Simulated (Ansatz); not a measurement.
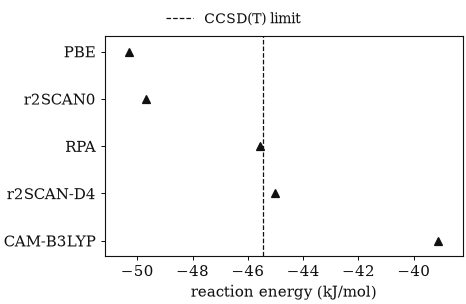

Electronic reaction energy of NaHO ([OH][Na]) + CH₄S (CS) → CH₃NaS (C[S][Na]) + H₂O (O) (SMILES in brackets) at several levels (functionals in def2-TZVPP unless a basis is named), isolated molecules at PBE0-D4 triple-zeta geometries, minima by their frequencies, no zero-point or thermal terms, the Ansatz code. The line is frozen-core CCSD(T) at the basis limit (MP2 extrapolated from triple and quadruple zeta, plus CCSD(T) less MP2 in a smaller set). RPA holds a correlation term that converges slowly with the basis, so part of the distance to the limit is basis error. No dispersion term is added to PBE, r2SCAN0 and CAM-B3LYP.

Question: Which level comes closest to the line (CCSD(T) limit), and which misses most?

Answer: Closest RPA (−45.6 kJ/mol), against −45.5 kJ/mol; farthest CAM-B3LYP (−39.1 kJ/mol).

Question: What do zero-point energy and temperature add?

Answer: Zero-point change 5.4 kJ/mol; at 298.15 K and 1 bar the CCSD(T) limit plus thermal terms gives an enthalpy of reaction of −38.8 and a free energy of −40.1 kJ/mol (harmonic PBE0-D4 modes, ideal gas).

Note: outer-core shells are correlated without core-valence functions, which makes the correlated values less sure.
